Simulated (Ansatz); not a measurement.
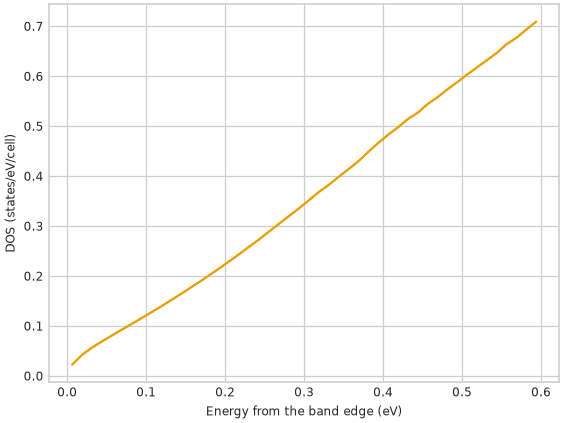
Density of states of ZnSe (F-43m) below the valence band maximum, r2SCAN with spin-orbit coupling, rigid bands (Ansatz, a quantum-chemistry and plane-wave program); cell volume 45.5 Å³.

Task: What effective density of states at 300 K does this give (∫ g(E) exp(−E/k_BT) dE, both spins, divided by the cell's size)?

Result: 2.7e19 cm⁻³, a density-of-states mass of 1.04 mₑ, valleys and band degeneracy included.

Geometry: cell and atoms relaxed with r2SCAN.
